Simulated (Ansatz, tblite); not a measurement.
**Si(OH)2Cl2 (Cl2H2O2Si): one state, many levels**

Aim: run the singlet of Si(OH)2Cl2 (Cl2H2O2Si) at one geometry on many levels, and compare frontier levels, spin and run time.

Program: Ansatz 0.2.0, Gaussian basis. Level of theory: as each input shows. These are calculated values, not measurements.

The runs, in order: GFN1-xTB, GFN2-xTB, PBE-D4/def2-TZVP, r2SCAN-D4/def2-TZVP, r2SCAN0-D4/def2-TZVP, r2SCANh-D4/def2-TZVP, HF/def2-TZVP, HSE06-D4/def2-TZVP, B2PLYP/def2-TZVP, BLYP-D4/def2-TZVP, B3LYP-D4/def2-TZVP, PBE-D4/def2-SVP, PBE0-D4/def2-SVP, HF/STO-3G, HF/6-31G, B3LYP-D4/6-31G, PBE0-D4/def2-TZVPD, PBE-D4/def2-TZVPD, r2SCAN-D4/def2-TZVPD, CCSD(T)/def2-TZVPP, MP2/def2-TZVP, RPA/def2-TZVP.

## (1) The structure

The geometry is that of the singlet, from an earlier relaxation (r2SCAN-D4/def2-SVP).

7 atoms, charge 0, spin multiplicity 1.

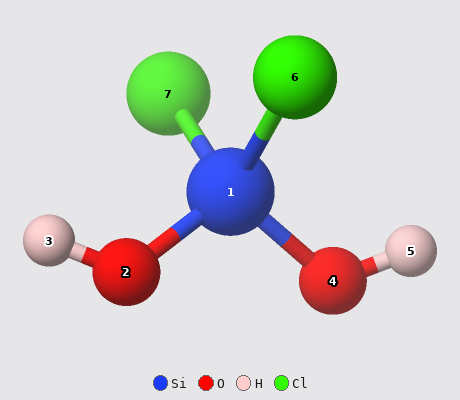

The structure; silicon blue, oxygen red, hydrogen pink, chlorine green; atoms are numbered from 1 in the order of the file.

PBE0-D4/def2-TZVP was run before; its log isn't repeated, and its numbers join the tables.

## (2) GFN1-xTB

Tight binding, by tblite at 300 K electronic temperature and without a spin-polarisation term:

```python
tblite.interface.Calculator('GFN1-xTB', numbers, positions, charge=0, uhf=0).singlepoint()
```

Energy -574.3139 eV, HOMO -12.37 eV, LUMO -4.38 eV; 0.023 s.

## (3) GFN2-xTB

Tight binding, by tblite at 300 K electronic temperature and without a spin-polarisation term:

```python
tblite.interface.Calculator('GFN2-xTB', numbers, positions, charge=0, uhf=0).singlepoint()
```

Energy -548.4014 eV, HOMO -11.85 eV, LUMO -4.40 eV; 0.018 s.

## (4) PBE-D4/def2-TZVP

start.molden holds the orbitals of an earlier run on this state, given as this run's starting guess.

in.yaml reads:

```yaml
crystal:
  periodic: [false, false, false]
  atoms:
    - {symbol: Si, position_ang: [-0.088167, 0.002023, -0.061735]}
    - {symbol: O, position_ang: [-0.033113, 0.055712, 1.570368]}
    - {symbol: H, position_ang: [-0.808630, -0.257862, 2.049790]}
    - {symbol: O, position_ang: [1.462028, -0.088071, -0.570138]}
    - {symbol: H, position_ang: [1.656775, 0.238510, -1.456150]}
    - {symbol: Cl, position_ang: [-0.986935, 1.672548, -0.866286]}
    - {symbol: Cl, position_ang: [-1.201958, -1.622858, -0.665869]}
basis:
  gaussian: {orbitals: def2-TZVP, initial_orbitals: start.molden}
hamiltonian: {xc: pbe, dispersion: d4}
scf: {omitted_lower_state_checks: [starts]}
output: {orbitals: {seedname: orbitals}}
```

Command:

```
> ansatz run in.yaml --threads 4 --pin off --events-out ev --progress --plain --max-ram 3916MiB
```

Further steps of the session: r2SCAN-D4/def2-TZVP; r2SCAN0-D4/def2-TZVP; r2SCANh-D4/def2-TZVP; HF/def2-TZVP; HSE06-D4/def2-TZVP; B2PLYP/def2-TZVP; BLYP-D4/def2-TZVP; B3LYP-D4/def2-TZVP; PBE-D4/def2-SVP; PBE0-D4/def2-SVP; HF/STO-3G; HF/6-31G; B3LYP-D4/6-31G; PBE0-D4/def2-TZVPD; PBE-D4/def2-TZVPD; r2SCAN-D4/def2-TZVPD; CCSD(T)/def2-TZVPP; MP2/def2-TZVP; RPA/def2-TZVP.

**Question.** What will the summary of the whole plan be? Wanted: gap in def2-TZVP, named functionals and Hartree-Fock, smallest and largest; correlation energy, CCSD(T)/def2-TZVPP; correlation energy, MP2/def2-TZVP; binding an atom, CCSD(T)/def2-TZVPP; PBE0 total energy, smallest basis above largest.

**Answer**, as computed:

```
                                                                  quantity                             value
gap in def2-TZVP, named functionals and Hartree-Fock, smallest and largest  6.71 eV (BLYP-D4), 15.88 eV (HF)
                                    correlation energy, CCSD(T)/def2-TZVPP                         -28.42 eV
                                         correlation energy, MP2/def2-TZVP                         -25.98 eV
                                       binding an atom, CCSD(T)/def2-TZVPP                          3.857 eV
                           PBE0 total energy, smallest basis above largest   17.01 eV (def2-SVP, def2-TZVPD)
```

**Reading.** Orbital gaps of the named functionals and Hartree-Fock in def2-TZVP span 6.71 eV (BLYP-D4) to 15.88 eV (HF); exact exchange widens it. A small miss in a minimal or small basis is a cancelling of errors, not accuracy. The functionals in def2-TZVP miss CCSD(T)/def2-TZVPP by +0.032 (r2SCAN0-D4) to +0.169 eV (PBE-D4) an atom. CCSD(T)/def2-TZVPP isn't at the basis-set limit; small misses against it rank nothing.
